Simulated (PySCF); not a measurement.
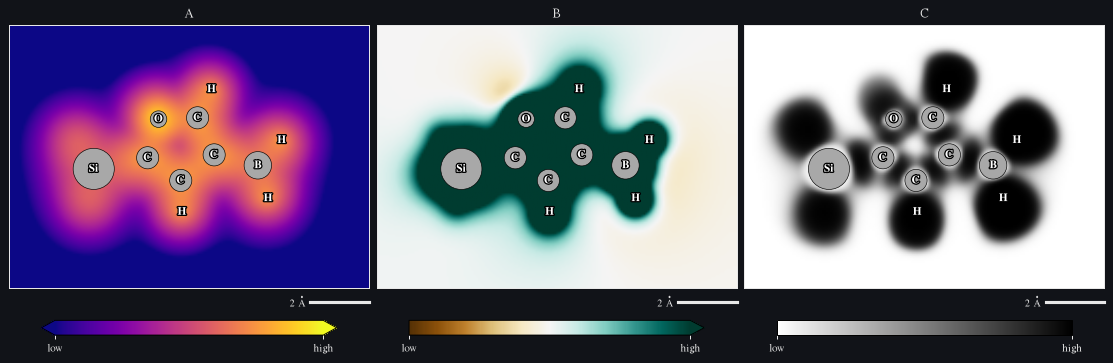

C$_{4}$H$_{7}$BOSi (SMILES Bc1coc([SiH3])c1): 3 fields on the plane of atoms C2, C3 and H10, with unlabelled colour scales. Grey discs cover the atomic cores.

Geometry: GFN2-xTB.

These are results of B3LYP/def2-SVPD, SCF density, gas phase (PySCF 2.14.0), not measurements.

```xyz
14

B    -2.8427    0.3527   -0.1480
C    -1.3737    0.0239    0.1128
C    -0.8590   -0.8253    1.0713
O     0.4678   -0.8891    1.0238
C     0.8855   -0.0681    0.0168
Si    2.7276    0.0239   -0.3095
C    -0.2079    0.5054   -0.5631
H    -3.1333    1.0930   -1.0049
H    -3.6698   -0.1403    0.5161
H    -1.3536   -1.4160    1.8193
H     3.0235    1.3529   -0.8449
H     3.4240   -0.2072    0.9551
H     3.1054   -1.0028   -1.2855
H    -0.1945    1.1965   -1.3816
```

The panels show electron density, electron localisation function and electrostatic potential in some order. Assign them.

Panel A: electron density. Panel B: electrostatic potential (strongly positive close to the atoms, with negative regions outside electron-rich atoms). Panel C: electron localisation function. From the grid: C–O (1.33 Å): ρ is about 2.5 e/Å³ halfway; the ELF peaks at about 0.90 between the atoms, as expected for a polar covalent bond. C–C (1.36 Å): the density is about 2.2 e/Å³ at the midpoint; the ELF peaks at about 0.95 between the atoms: localised, covalent bonding.
